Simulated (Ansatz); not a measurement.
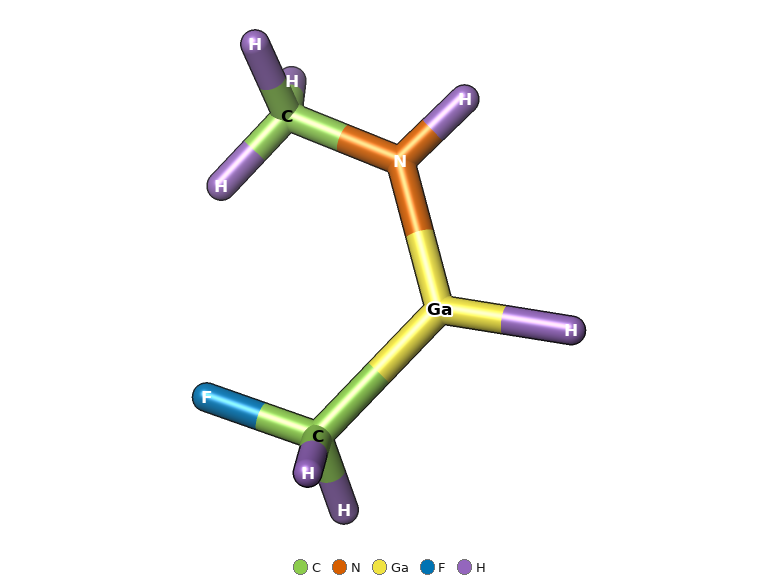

A stick model of a molecule. Every bond is drawn as one stick, whatever its order.

The computed structure is the end point of a PBE0-D4/def2-TZVP optimisation.

**Which formula does it have?**

C₂H₇FGaN, 12 atoms: 2 carbon, 7 hydrogen, 1 fluorine, 1 gallium and 1 nitrogen.

**Which point group does it belong to?**

Cs.

**How many atoms are distinct by symmetry?**

10: 1 C, 1 N, 1 Ga, 1 C, 1 F, 1 H, 2 H, 1 H, 1 H, 2 H.

More results for the same structure follow; atom numbers are the same in all pictures, views and colours differ.

Geometry

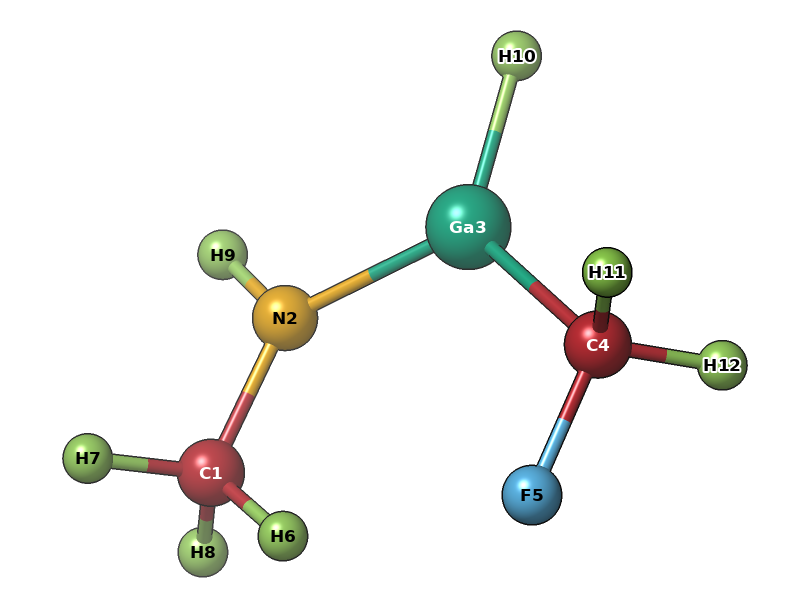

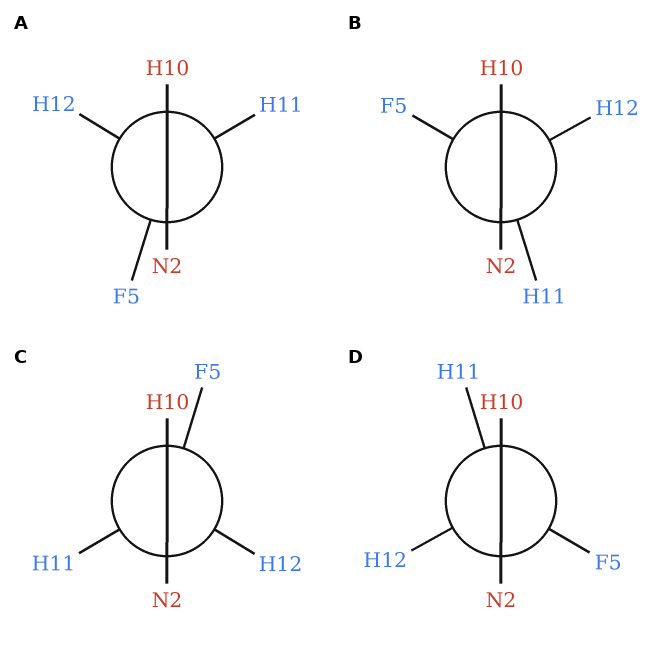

Depth is shown by fading: the farther an atom, the more it takes the colour of the background. Bonds that would overlap in a projection are set slightly apart.

**Which Newman projection shows the view along Ga3–C4, with Ga3 in front?**

A. The torsion angle N2–Ga3–C4–F5 is 0°, synperiplanar (eclipsed).

Vibrations

Harmonic vibrations computed with RKS PBE0-D4/def2-TZVP (Ansatz 0.2.0) at a stationary point of the same level.

**How many vibrational modes are there, and where do they lie?**

30 modes: 49, 111, 142, 155, 212, 332, 418, 535, 553, 607, 651, 690, 1047, 1098, 1139, 1154, 1251, 1287, 1406, 1458, 1462, 1491, 1513, 1982, 3007, 3032, 3048, 3081, 3141, 3616 cm⁻¹.

Charges

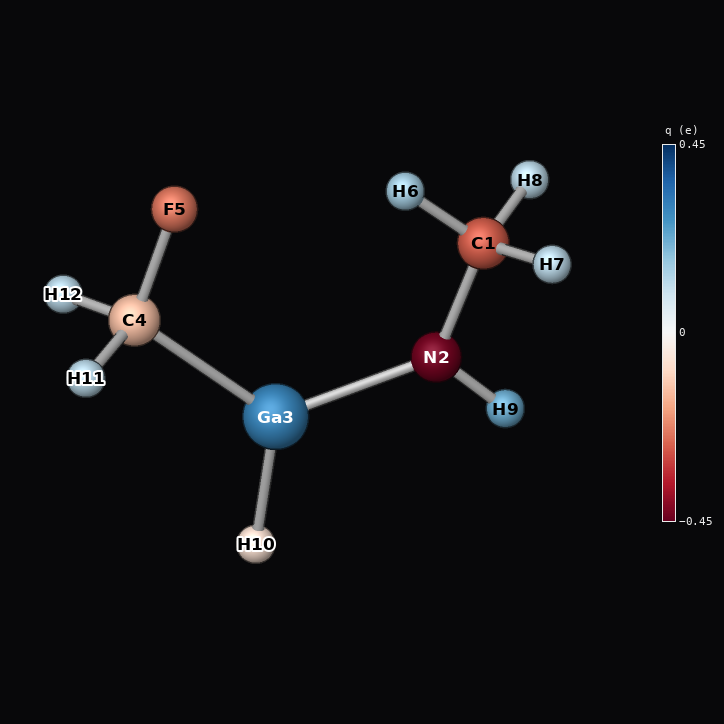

Atoms are coloured by their Mulliken charges. Level of theory: RKS PBE0-D4/def2-TZVP (Ansatz 0.2.0).

List the Mulliken charges.

```tsv
atom	value (e)
C1	−0.27
N2	−0.43
Ga3	0.29
C4	−0.13
F5	−0.24
H6	0.15
H7	0.12
H8	0.12
H9	0.22
H10	−0.06
H11	0.12
H12	0.12
```

Electronic properties

Properties computed with RKS ωB97M-V/def2-QZVPP (Ansatz 0.2.0).

**Give the LUMO energy (Kohn–Sham orbital) at this level.**

0.79 eV.

**Give the HOMO energy (Kohn–Sham orbital) at this level.**

−9.07 eV.

Mulliken values depend strongly on the basis set and can even reverse the polarity of a bond.
